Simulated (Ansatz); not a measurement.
# C2H6AlCl (SMILES [CH3][Al]([CH3])[Cl]): revPBE/cc-pVDZ

Aim: the vertical ionisation energy of C2H6AlCl at revPBE/cc-pVDZ, from 2 runs. 

The results are computed with Ansatz 0.2.0.

56 further runs of the same task are left out: 56 set aside as unsound or not needed.

### Step 1. The system as given

The species is C2H6AlCl (10 atoms), meant as a singlet with charge 0. SMILES: `[CH3][Al]([CH3])[Cl]`. The coordinates come from a PBE0-D4/def2-TZVP relaxation.

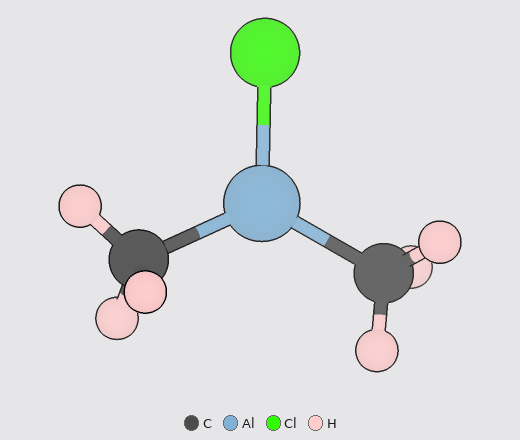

The structure, seen from a chosen angle (carbon dark grey, aluminium light blue, chlorine green, hydrogen pink).

### Step 2. The energy at revPBE/cc-pVDZ

job.yaml reads:

```yaml
crystal:
  periodic: [false, false, false]
  atoms:
    - {symbol: C, position_ang: [-0.517700, 1.358200, -0.989200]}
    - {symbol: Al, position_ang: [-0.252300, -0.446600, -0.322400]}
    - {symbol: C, position_ang: [0.742200, -0.932200, 1.273500]}
    - {symbol: Cl, position_ang: [-1.112300, -2.038200, -1.415400]}
    - {symbol: H, position_ang: [-1.121400, 1.383800, -1.898300]}
    - {symbol: H, position_ang: [-1.010200, 1.981400, -0.235400]}
    - {symbol: H, position_ang: [0.443800, 1.835600, -1.206000]}
    - {symbol: H, position_ang: [0.102400, -1.471200, 1.979300]}
    - {symbol: H, position_ang: [1.158700, -0.063300, 1.788800]}
    - {symbol: H, position_ang: [1.566900, -1.607500, 1.025200]}
basis:
  gaussian:
    orbitals: cc-pVDZ
hamiltonian:
  xc: {name: revPBE}
output:
  orbitals: {seedname: orbitals}
accuracy: high
```

Launch:

```
$ ansatz run job.yaml --threads 1 --pin off --max-ram 3480MiB --events-out events.jsonl --progress --plain --runs-dir runs
```

Standard output:

```text
Warning: RAYON_NUM_THREADS=1 ignored (pool sized by the plan → 1); use --threads N
Functional definition: revPBE
  name "revPBE"
  parameter kappa = 1.245
  parameter beta = 0.06672455060314922
  exchange = pbe_x(kappa = kappa, mu = beta*pi^2/3)
  correlation = pbe_c(beta = beta)
2223 factors; integrals over basis functions are off by at most 4.2e-9 eV
mean field evaluation 1: about -21275.2897 eV, gradient 7.5e1 eV
mean field evaluation 2: about -21258.0820 eV, gradient 1.0e2 eV
mean field evaluation 4: about -21289.2834 eV, gradient 6.3e0 eV
mean field evaluation 8: about -21289.4008 eV, gradient 4.7e-2 eV
mean field evaluation 16: about -21289.4008 eV, gradient 3.7e-6 eV
mean field -21289.40083561 eV, -782.3710502345 hartree, gradient 2.0e-8 eV, S^2 0.000000; 0 other end points of the search recorded, 0 dependent functions left out
reference -21289.40084061 eV, -782.3710504182 hartree; 24, 24 occupied and 70, 70 virtual orbitals, 2223 factors
Total energy: -21289.40084061 eV, -782.3710504182 hartree
```

Wall time 9.6 s (1 thread of Arm Neoverse V1, shared host); peak memory 0.26 GiB.

### Step 3. The doublet cation at the same level

molecule.yaml reads:

```yaml
crystal:
  periodic: [false, false, false]
  atoms:
    - symbol: C
      position_ang: [-0.517700, 1.358200, -0.989200]
    - symbol: Al
      position_ang: [-0.252300, -0.446600, -0.322400]
    - symbol: C
      position_ang: [0.742200, -0.932200, 1.273500]
    - symbol: Cl
      position_ang: [-1.112300, -2.038200, -1.415400]
    - symbol: H
      position_ang: [-1.121400, 1.383800, -1.898300]
    - symbol: H
      position_ang: [-1.010200, 1.981400, -0.235400]
    - symbol: H
      position_ang: [0.443800, 1.835600, -1.206000]
    - symbol: H
      position_ang: [0.102400, -1.471200, 1.979300]
    - symbol: H
      position_ang: [1.158700, -0.063300, 1.788800]
    - symbol: H
      position_ang: [1.566900, -1.607500, 1.025200]
basis:
  gaussian: {orbitals: cc-pVDZ}
accuracy: high
total_charge: 1
hamiltonian: {xc: {name: revPBE}}
output: {orbitals: {seedname: orbitals}}
magnetization: {spin_polarized: true, initial_magnetization: 1}
```

Launch:

```
$ ansatz run molecule.yaml --threads 1 --pin off --max-ram 3480MiB --events-out events.jsonl --progress --plain --runs-dir runs
```

Standard output:

```text
Warning: RAYON_NUM_THREADS=1 ignored (pool sized by the plan → 1); use --threads N
Functional definition: revPBE
  name "revPBE"
  parameter kappa = 1.245
  parameter beta = 0.06672455060314922
  exchange = pbe_x(kappa = kappa, mu = beta*pi^2/3)
  correlation = pbe_c(beta = beta)
2221 factors; integrals over basis functions are off by at most 4.1e-9 eV
mean field evaluation 1: about -21256.3835 eV, gradient 6.5e1 eV
mean field evaluation 2: about -21207.3550 eV, gradient 9.9e1 eV
mean field evaluation 4: about -21276.3357 eV, gradient 2.2e1 eV
mean field evaluation 8: about -21280.0021 eV, gradient 1.5e0 eV
mean field evaluation 16: about -21280.0176 eV, gradient 4.6e-4 eV
mean field evaluation 32: about -21278.1114 eV, gradient 3.2e0 eV
mean field -21280.01755060 eV, -782.0262208707 hartree, gradient 1.4e-8 eV, S^2 0.753324; 3 other end points of the search recorded, 0 dependent functions left out
reference -21280.01755552 eV, -782.0262210514 hartree; 24, 23 occupied and 70, 71 virtual orbitals, 2221 factors
Total energy: -21280.01755552 eV, -782.0262210514 hartree
```

Wall time 19 s (1 thread of Arm Neoverse V1, shared host); peak memory 0.34 GiB.

### Step 4. What came out

At revPBE/cc-pVDZ:

| quantity | value |
| --- | --- |
| singlet C2H6AlCl: total energy | -782.37105 Eh |
| singlet C2H6AlCl: HOMO energy | -6.45 eV |
| singlet C2H6AlCl: LUMO energy | -1.28 eV |
| singlet C2H6AlCl: HOMO–LUMO gap | 5.18 eV |
| doublet cation: total energy | -782.02622 Eh |
| doublet cation: HOMO energy (highest over α and β) | -13.10 eV |
| doublet cation: LUMO energy (lowest over α and β) | -12.31 eV |
| doublet cation: ⟨S²⟩ | 0.753 |
| vertical ionisation energy (to the doublet cation) | 9.383 eV |

What this shows: The vertical ionisation energy comes to 9.38 eV (216 kcal/mol). −ε(HOMO) before ionisation, 6.45 eV, is 2.93 eV below this ionisation energy.
